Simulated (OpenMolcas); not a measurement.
# Multiconfigurational calculation for Co⁴⁺ complex (part 2 of 2)

The same run, continued: Co⁴⁺ with 6 ligands (O; octahedron, 1.8 Å), neutralised by 6 outer point charges of +1.3 e, whose field is part of the energies. Method: state-averaged CASSCF, active space 5 electrons in the shell 3d, basis ANO-RCC-VDZP on the metal and ANO-RCC-VDZP on the ligands, DKH2 scalar Hamiltonian, spin-orbit coupling by RASSI with atomic mean-field integrals (OpenMolcas).

## The program's output (extracts), continued
```
--- RASSI ---
SPIN-FREE ENERGIES:
  (Shifted by EMIN (a.u.) =      -1843.0436091828)

 SF State       Relative EMIN(au)   Rel lowest level(eV)    D:o, cm**(-1)

     1             0.0000000000        0.0000000000              0.0000
     2             0.0568179327        1.5460947119          12470.0948
     3             0.0568179360        1.5460948030          12470.0956
     4             0.0568179389        1.5460948809          12470.0962
    26             0.0690472705        1.8788719476          15154.1242
    27             0.0690472717        1.8788719787          15154.1245
    28             0.0690472742        1.8788720479          15154.1251
     5             0.0888698135        2.4182708220          19504.6696
     6             0.0888698160        2.4182708886          19504.6701
     7             0.0888698168        2.4182709113          19504.6703
    29             0.1176675186        3.2018962979          25825.0353
    30             0.1176675235        3.2018964317          25825.0364
    31             0.1176675297        3.2018966003          25825.0377
     8             0.1249697915        3.4006012647          27427.6989
    32             0.1279207776        3.4809016884          28075.3655
     9             0.1306886984        3.5562206514          28682.8539
    10             0.1306887226        3.5562213088          28682.8592
    33             0.1373309968        3.7369667973          30140.6699
    34             0.1373310060        3.7369670467          30140.6719
    35             0.1373310172        3.7369673515          30140.6744
    36             0.1497458083        4.0747910280          32865.4061
    37             0.1497458278        4.0747915590          32865.4104
    11             0.1632544705        4.4423804519          35830.2147
    12             0.1632544705        4.4423804519          35830.2147
    13             0.1632544710        4.4423804663          35830.2148
    14             0.1674123112        4.5555210622          36742.7553
    15             0.1674123182        4.5555212539          36742.7568
    38             0.1727240116        4.7000597943          37908.5388
    39             0.1727240173        4.7000599478          37908.5400
    40             0.1727240220        4.7000600757          37908.5410
    41             0.1799571185        4.8968826604          39496.0223
    42             0.1799571262        4.8968828690          39496.0239
    43             0.1799571333        4.8968830616          39496.0255
    44             0.1829914615        4.9794513397          40161.9836
    16             0.1964003477        5.3443257211          43104.8939
    45             0.1987670441        5.4087268096          43624.3237
    46             0.1987670578        5.4087271815          43624.3267
    47             0.2062818692        5.6132156181          45273.6372
    48             0.2066324249        5.6227547253          45350.5753
    49             0.2066324452        5.6227552759          45350.5797
Eigenvalues of complex Hamiltonian:
   -----------------------------------
  (Shifted by EMIN (a.u.) =      -1843.0436091828)

 SO State       Relative EMIN(au)   Rel lowest level(eV)    D:o, cm**(-1)

     1            -0.0002890831        0.0000000000              0.0000
     2            -0.0002890831        0.0000000000              0.0000
     3            -0.0002886852        0.0000108275              0.0873
     4            -0.0002886852        0.0000108278              0.0873
     5            -0.0002886852        0.0000108278              0.0873
     6            -0.0002886852        0.0000108275              0.0873
     7             0.0549993069        1.5044737356          12134.3990
     8             0.0549993069        1.5044737356          12134.3990
     9             0.0559270368        1.5297185535          12338.0122
    10             0.0559270368        1.5297185535          12338.0122
    11             0.0559270382        1.5297185918          12338.0125
    12             0.0559270382        1.5297185918          12338.0125
    13             0.0568901113        1.5559251457          12549.3826
    14             0.0568901113        1.5559251457          12549.3826
    15             0.0568901135        1.5559252056          12549.3831
    16             0.0568901135        1.5559252056          12549.3831
    17             0.0574993112        1.5725023187          12683.0865
    18             0.0574993112        1.5725023187          12683.0865
    19             0.0672649995        1.8382402364          14826.4074
    20             0.0672649995        1.8382402364          14826.4074
    21             0.0706523969        1.9304160143          15569.8552
    22             0.0706523969        1.9304160143          15569.8552
    23             0.0706523993        1.9304160786          15569.8557
    24             0.0706523993        1.9304160786          15569.8557
    25             0.0885093138        2.4163274770          19488.9954
    26             0.0885093138        2.4163274770          19488.9954
    27             0.0885908555        2.4185463402          19506.8918
    28             0.0885908555        2.4185463402          19506.8918
    29             0.0885908564        2.4185463656          19506.8920
    30             0.0885908564        2.4185463656          19506.8920
    31             0.0890274792        2.4304274750          19602.7196
    32             0.0890274792        2.4304274750          19602.7196
    33             0.0890274809        2.4304275218          19602.7200
    34             0.0890274809        2.4304275218          19602.7200
    35             0.0890818036        2.4319057194          19614.6424
    36             0.0890818036        2.4319057194          19614.6424
    37             0.1161967130        3.1697399897          25565.6772
    38             0.1161967130        3.1697399897          25565.6772
    39             0.1161967181        3.1697401286          25565.6783
    40             0.1161967181        3.1697401286          25565.6783
    41             0.1184328791        3.2305891716          26056.4589
Weights of the five most important spin-orbit-free states for each spin-orbit state.

 SO State  Total energy (au)           Spin-free states, spin, and weights
 -------------------------------------------------------------------------------------------------------
    1        -0.000289       1 2.5  0.9959    2 1.5  0.0012    3 1.5  0.0012    4 1.5  0.0012   17 1.5  0.0001
    2        -0.000289       1 2.5  0.9959    2 1.5  0.0012    3 1.5  0.0012    4 1.5  0.0012   17 1.5  0.0001
    3        -0.000289       1 2.5  0.9960    2 1.5  0.0021    3 1.5  0.0013    4 1.5  0.0004   17 1.5  0.0001
    4        -0.000289       1 2.5  0.9960    4 1.5  0.0021    3 1.5  0.0012    2 1.5  0.0004   19 1.5  0.0001
    5        -0.000289       1 2.5  0.9960    4 1.5  0.0020    3 1.5  0.0014    2 1.5  0.0003   19 1.5  0.0001
    6        -0.000289       1 2.5  0.9960    2 1.5  0.0021    3 1.5  0.0011    4 1.5  0.0005   17 1.5  0.0002
    7         0.054999       2 1.5  0.2940    3 1.5  0.2940    4 1.5  0.2940   28 0.5  0.0376   27 0.5  0.0376
    8         0.054999       2 1.5  0.2940    3 1.5  0.2940    4 1.5  0.2940   28 0.5  0.0376   27 0.5  0.0376
    9         0.055927       2 1.5  0.4751    3 1.5  0.3132    4 1.5  0.1762   28 0.5  0.0182   27 0.5  0.0103
   10         0.055927       2 1.5  0.4751    3 1.5  0.3132    4 1.5  0.1762   28 0.5  0.0182   27 0.5  0.0103
   11         0.055927       4 1.5  0.4668    3 1.5  0.3298    2 1.5  0.1679   26 0.5  0.0186   27 0.5  0.0094
   12         0.055927       4 1.5  0.4668    3 1.5  0.3298    2 1.5  0.1679   26 0.5  0.0186   27 0.5  0.0094
```

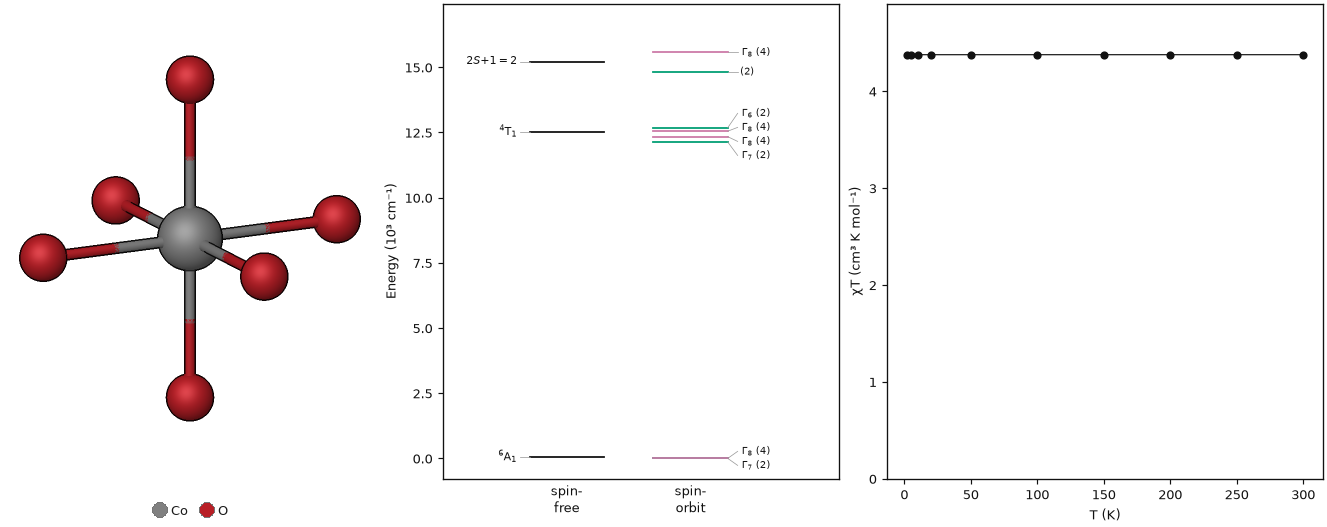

Figure 1. Co⁴⁺ (3d⁵) with 6 ligands, O²⁻, at 1.8 Å (arrangement: octahedron, Oh), neutralised by outer point charges of +1.3 e, and its levels and susceptibility. Labels give the representation in O, Td, D4 or D3 as the site allows (double group for half-integer spin) where it could be assigned and, in brackets, the degeneracy; spin-free states, where drawn, share the zero of the spin-orbit levels. Powder susceptibility by Van Vleck's formula. The ground level is Γ₇, a Kramers doublet, 100 % from states of spin multiplicity 6. Its principal g values are 3.33, 3.33 and 3.33, isotropic. The next level lies at 0.087 cm⁻¹ (Γ₈). The lowest spin-free state is ⁶A₁. χT is 4.38 cm³ K mol⁻¹ at 2 K and 4.38 at 300 K, an effective moment of 5.92 μB. The active orbitals hold 67 to 94 % metal character (Löwdin), and the Mulliken charge of the metal is +0.85.

Outcome of the run: converged.
